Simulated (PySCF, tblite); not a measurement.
**C5H4FO2 radical: geometry, infrared bands and EPR parameters**

Aim: predict the infrared bands and EPR parameters of C5H4FO2 radical (`[O][C@H]1C=COC(F)=C1`).

The runs use tblite 0.8.0 and PySCF 2.14.0, with density-fitted response routines of our own; the level of theory stands in each step. All values are computed, except where a source is named. Atoms count from 0, in the outputs and in this text.

### 1 The starting structure

12 atoms, charge 0, multiplicity 2; geometry from: force field or distance geometry start.

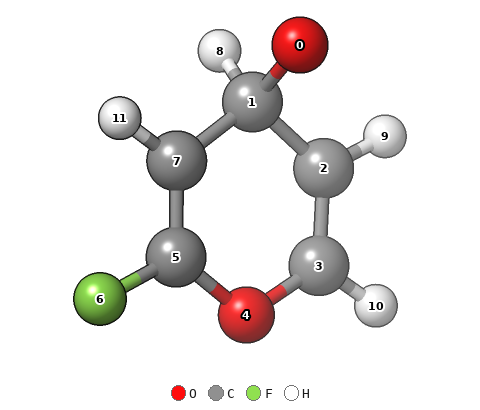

As it starts; oxygen red, carbon grey, fluorine green, hydrogen white, atoms numbered.

### 2 Relaxing the molecule with GFN2-xTB

The job: settings as JSON, then the geometry in Å.

```
{"job": {"kind": "relax", "xc": "GFN2-xTB", "basis": "xTB"}, "charge": 0, "multiplicity": 2}
O     -0.171900    -1.883800     1.182900
C     -0.151600    -1.133100    -0.027000
C     -1.246100    -0.156500    -0.010200
C     -1.084600     1.164600    -0.036600
O      0.160400     1.764400    -0.041300
C      1.249700     0.905900    -0.056200
F      2.533000     1.400700    -0.077200
C      1.152800    -0.405800    -0.035400
H     -0.230900    -1.848300    -0.864000
H     -2.277900    -0.532100     0.006600
H     -1.975300     1.768400    -0.025100
H      2.043600    -1.045100    -0.042600
```

Command:

```console
$ OMP_NUM_THREADS=1 python probes_run.py task.json out
```

This one command runs all jobs of the session in turn.

Log:

```text
step      E/eV     max force
  0    -692.62211    3.470
  1    -692.92199    1.664
  2    -693.05567    2.268
  3    -693.16598    1.270
  4    -693.28877    0.849
  5    -693.31834    0.555
  6    -693.34648    0.539
  7    -693.35849    0.436
  8    -693.37096    0.256
  9    -693.37551    0.189
 10    -693.37797    0.143
 11    -693.38015    0.164
 12    -693.38246    0.151
 13    -693.38487    0.146
 14    -693.38788    0.135
 15    -693.39162    0.161
 16    -693.39538    0.156
 17    -693.39806    0.133
 18    -693.39988    0.115
 19    -693.40139    0.108
 20    -693.40279    0.127
 21    -693.40436    0.156
 22    -693.40623    0.176
 23    -693.40837    0.160
 24    -693.41065    0.151
 25    -693.41291    0.127
 26    -693.41519    0.130
 27    -693.41788    0.190
 28    -693.42087    0.186
 29    -693.42329    0.187
 30    -693.42501    0.110
 31    -693.42590    0.065
 32    -693.42632    0.063
 33    -693.42669    0.082
 34    -693.42697    0.050
 35    -693.42712    0.026
 36    -693.42718    0.023
 37    -693.42727    0.027
 38    -693.42736    0.032
 39    -693.42744    0.021
 40    -693.42750    0.017
 41    -693.42754    0.014
 42    -693.42757    0.014
 43    -693.42759    0.014
 44    -693.42760    0.013
 45    -693.42762    0.013
 46    -693.42765    0.014
 47    -693.42766    0.011
 48    -693.42767    0.005
```

Run time: 0.66 s. Hardware: 1 thread of Intel Xeon at 2.50GHz, shared host.

Relaxation path: (not every step is listed)

```csv
step,energy from step 0 (eV),largest force (eV/Å)
0,0.0000,3.4704
1,-0.2999,1.6638
2,-0.4336,2.2676
3,-0.5439,1.2697
4,-0.6667,0.8485
5,-0.6962,0.5551
6,-0.7244,0.5391
7,-0.7364,0.4362
8,-0.7488,0.2561
11,-0.7580,0.1642
14,-0.7658,0.1345
17,-0.7759,0.1330
20,-0.7807,0.1273
23,-0.7863,0.1599
26,-0.7931,0.1300
29,-0.8012,0.1871
32,-0.8042,0.0630
35,-0.8050,0.0257
38,-0.8053,0.0317
41,-0.8054,0.0136
43,-0.8055,0.0140
44,-0.8055,0.0128
45,-0.8055,0.0128
46,-0.8055,0.0136
47,-0.8055,0.0110
48,-0.8056,0.0047
```

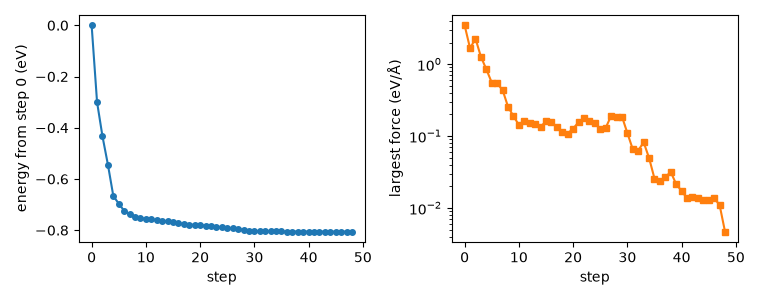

Energy and force, step by step.

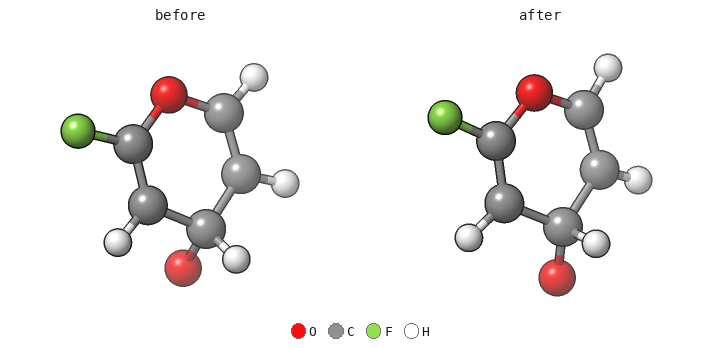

The geometry before (left) and after (right).

Distances of close pairs at the start and the end, largest changes first:

```csv
bond,before (Å),after (Å),change (Å)
O0–C1,1.424,1.304,-0.120
C1–C2,1.467,1.520,+0.053
O4–C5,1.387,1.343,-0.044
C5–F6,1.376,1.334,-0.041
C1–H8,1.104,1.139,+0.035
C1–C7,1.493,1.517,+0.024
C2–H9,1.098,1.076,-0.022
C7–H11,1.096,1.076,-0.021
```

The next job starts from the end point, and lists it.

### 3 Vibrational analysis with GFN2-xTB

The job: settings as JSON, then the geometry in Å.

```
{"job": {"kind": "ir", "xc": "GFN2-xTB", "basis": "xTB"}, "charge": 0, "multiplicity": 2}
O     -0.257077    -2.217498     0.870771
C     -0.144544    -1.174960     0.096039
C     -1.275023    -0.158921     0.088999
C     -1.052640     1.139484    -0.087045
O      0.177084     1.696544    -0.264066
C      1.225460     0.868793    -0.121944
F      2.366442     1.560344    -0.149367
C      1.186443    -0.447190     0.062719
H     -0.221310    -1.617509    -0.950309
H     -2.267176    -0.534654     0.269639
H     -1.821715     1.897362    -0.077530
H      2.085254    -1.012481     0.236067
```

Log:

```text
mode    cm-1     km/mol
  1     101.2     12.93
  2     180.9      5.73
  3     314.3     19.19
  4     365.0      2.87
  5     429.3      9.23
  6     474.4      1.71
  7     491.0      3.86
  8     554.1     29.38
  9     622.3      6.17
 10     740.1     14.59
 11     780.1      8.48
 12     815.5     44.88
 13     855.1      5.75
 14     875.0      3.38
 15     918.9     42.65
 16     948.1     83.04
 17    1001.1     34.58
 18    1019.0      7.63
 19    1114.1     36.52
 20    1134.6    114.79
 21    1179.3     11.41
 22    1233.9    183.75
 23    1267.9     55.37
 24    1319.1     23.85
 25    1631.4      1.68
 26    1696.1    461.06
 27    2376.2      0.67
 28    3087.0      2.34
 29    3132.8      1.04
 30    3138.8      0.81
```

It took 0.84 s on 1 thread of Intel Xeon at 2.50GHz, shared host.

Which atoms move in the most intense modes:

```csv
cm⁻¹,km/mol,atoms
816,44.9,"H11 27 %, C1 15 %, C7 13 %, H9 13 %"
919,42.6,"H8 46 %, O4 11 %, H9 10 %"
948,83.0,"O4 29 %, H8 20 %, C7 16 %, H11 15 %"
1114,36.5,"C1 40 %, H11 21 %, H9 17 %"
1135,114.8,"C5 30 %, H11 20 %, F6 17 %, C7 16 %"
1234,183.8,"C5 40 %, H11 15 %, O4 15 %"
1268,55.4,"H10 38 %, C1 14 %, O0 14 %"
1696,461.1,"C5 41 %, C7 30 %, C3 13 %, C2 11 %"
```

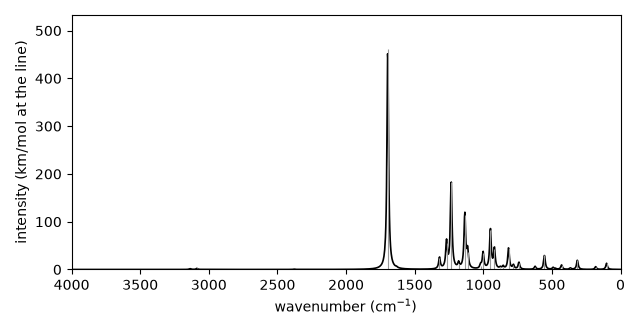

The infrared spectrum from these modes, unscaled. Lines are broadened to a width of 14 cm⁻¹ (Lorentzian).

### 4 EPR parameters: B3LYP/pcH-1

The job, as its differences from that of step 3:

```diff
@@ -1,2 +1,2 @@
-{"job": {"kind": "ir", "xc": "GFN2-xTB", "basis": "xTB"}, "charge": 0, "multiplicity": 2}
+{"job": {"kind": "epr", "basis": "pcH-1"}, "charge": 0, "multiplicity": 2}
 O     -0.257077    -2.217498     0.870771
```

Level: UKS B3LYP, pcH-1 on C F H O, non-relativistic, mean-field spin-orbit, GIAO.

Log:

```text
UKS, coarse grid
  cycle   1  E = -442.78363033  |g| = 8.53e-01
  cycle   2  E = -437.17011898  |g| = 2.73e+00
  cycle   3  E = -442.93415163  |g| = 5.52e-01
  cycle   4  E = -443.03959315  |g| = 4.49e-01
  cycle   5  E = -443.10062012  |g| = 2.10e-01
  cycle   6  E = -443.10968029  |g| = 1.60e-01
  cycle   7  E = -443.11992801  |g| = 7.81e-02
  cycle   8  E = -443.12241339  |g| = 1.80e-02
  cycle   9  E = -443.12256240  |g| = 4.30e-03
  cycle  10  E = -443.12257230  |g| = 2.16e-03
  cycle  11  E = -443.12257438  |g| = 1.09e-03
  cycle  12  E = -443.12257591  |g| = 4.91e-04
UKS, final grid
  cycle   1  E = -443.12263138  |g| = 5.44e-04
  cycle   2  E = -443.12263150  |g| = 8.88e-04
  cycle   3  E = -443.12263187  |g| = 1.97e-04
  cycle   4  E = -443.12263200  |g| = 1.88e-04
  cycle   5  E = -443.12263227  |g| = 1.28e-04
  cycle   6  E = -443.12263233  |g| = 6.59e-05
  cycle   7  E = -443.12263239  |g| = 6.36e-05
  cycle   8  E = -443.12263241  |g| = 3.14e-05
  cycle   9  E = -443.12263242  |g| = 1.08e-05
E = -443.12263242 Eh   <S^2> = 0.7554 (exact 0.7500)
g shifts (ppm)      1          2          3
  rmc          -270       -270       -270
  gc             -3         19         49
  oz_so          93       4772      28767
  total        -180       4522      28547
hyperfine (MHz)  atom isotope    a_iso     a_fc   dipolar eigenvalues
    0   17O     -45.79     -45.79   -232.37    115.63    116.73
    1   13C     -46.30     -46.30     -7.24      2.69      4.55
    2   13C      28.68      28.68     -4.93     -3.66      8.59
    3   13C       0.50       0.50     -1.89     -1.08      2.97
    4   17O      -2.68      -2.68     -4.76      2.25      2.51
    5   13C       1.13       1.13     -2.22     -0.58      2.81
    6   19F       4.01       4.01    -10.63     -6.81     17.43
    7   13C      21.73      21.73     -4.65     -3.22      7.87
    8    1H     473.49     473.49     -9.22     -3.26     12.47
    9    1H      -3.17      -3.17     -3.70     -2.31      6.01
   10    1H       3.30       3.30     -1.56     -0.80      2.35
   11    1H      -2.98      -2.98     -3.45     -2.24      5.69
```

Run time: 2.2 min. Hardware: 1 thread of Intel Xeon at 2.50GHz, shared host; peak memory 0.88 GiB.

Principal g values 2.00214, 2.00684, 2.03087; g(iso) = 2.01328, against 2.00232 for a free electron.

Hyperfine couplings, nucleus by nucleus at this fixed geometry (no averaging over rotations):

```csv
nuclei,isotope,a(iso) (MHz),"a(iso) (G, at g = 2.0023)",largest dipolar term (MHz)
H8,1H,473.5,169.0,12.5
C1,13C,-46.3,-16.5,-7.2
O0,17O,-45.8,-16.3,-232.4
C2,13C,28.7,10.2,8.6
C7,13C,21.7,7.8,7.9
F6,19F,4.0,1.4,17.4
H10,1H,3.3,1.2,2.4
H9,1H,-3.2,-1.1,6.0
H11,1H,-3.0,-1.1,5.7
O4,17O,-2.7,-1.0,-4.8
C5,13C,1.1,0.4,2.8
C3,13C,0.5,0.2,3.0
```

Mulliken spin populations:

```csv
atom,value (e)
O0,0.76
C1,-0.08
C2,0.04
C3,0.01
O4,0.01
C5,0.01
F6,0.00
C7,0.04
H8,0.21
H9,0.00
H10,0.00
H11,0.00
```

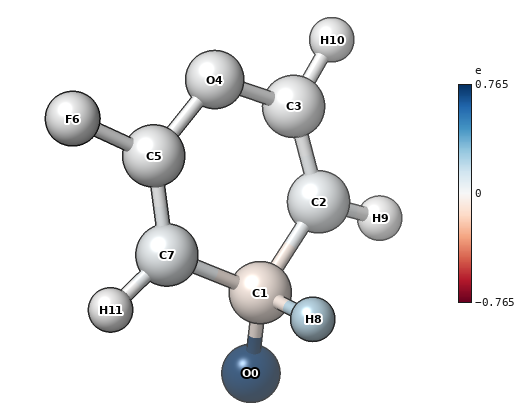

Mulliken spin populations, as colours on the atoms.

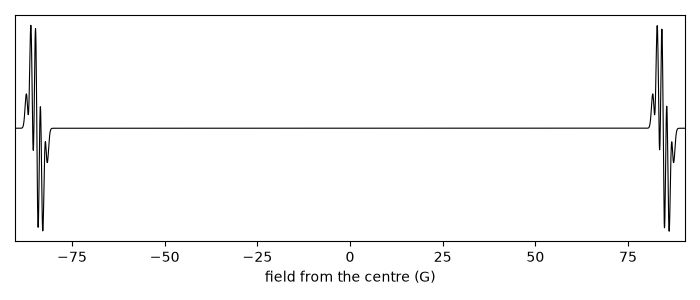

First-order isotropic spectrum (first derivative, main isotopes with spin only, couplings over 0.8 MHz, Gaussian width 0.4 G; couplings of the frozen geometry, rotation of groups not averaged beyond the rows shown).

Orbitals, density, ELF and potential are computed afterwards from the orbital file.

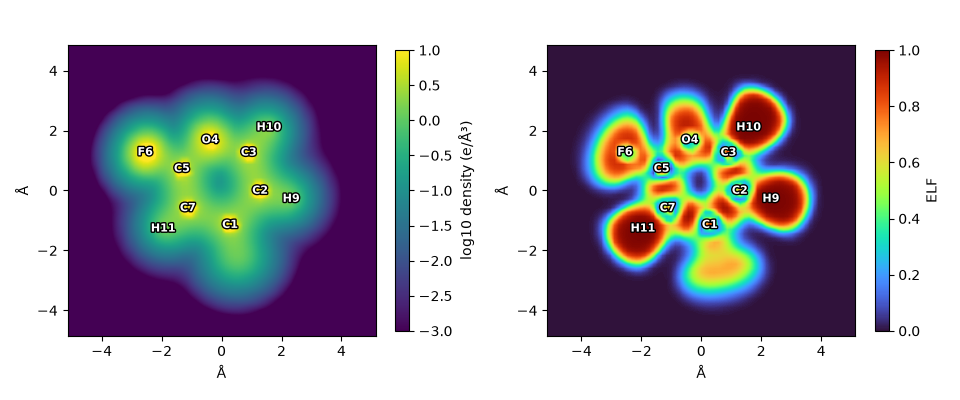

Density (left) and ELF (right) in a plane through or near 10 of the atoms.

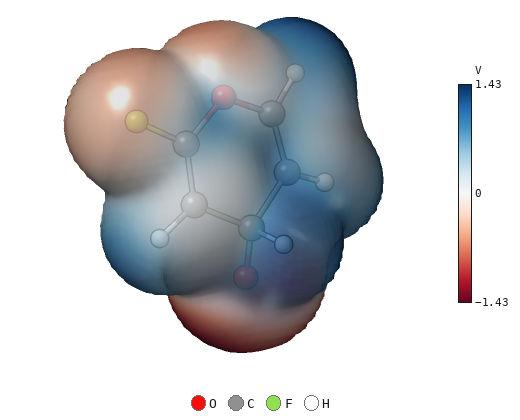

The potential that a unit positive charge feels on the 0.002 e/bohr³ surface, from the 1st to the 99th percentile, from -1.35 V near O0 to 1.43 V near H10.

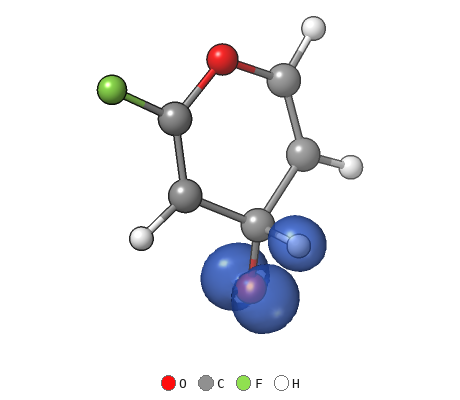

Spin density at ±0.1 e/Å³ (alpha excess blue, beta excess red).

### 5 Results

```
                                 quantity                  value
strongest single infrared mode (GFN2-xTB)  1696 cm⁻¹, 461 km/mol
             zero-point energy (GFN2-xTB)          48.3 kcal/mol
                           g(iso) (B3LYP)                2.01328
                                     ⟨S²⟩     0.755 (exact 0.75)
                           largest a(iso)    1H on H8, 473.5 MHz
    surface potential, 1st and 99th percentile     -1.35 V and 1.43 V
```

What this shows: Relaxing lowered the energy by 0.806 eV in 48 steps; the close pair that moved most is O0–C1, from 1.424 to 1.304 Å. All 30 modes are real, so the xTB geometry is a minimum. The strongest single mode, at 1696 cm⁻¹, moves mainly C5 and C7. Unscaled tight-binding wavenumbers are off by several per cent, some by more. Its intensities can rank the bands wrongly. Most of the unpaired spin sits on O0 (0.76 e). The isotropic g lies 11.0 ppt above the free-electron value.
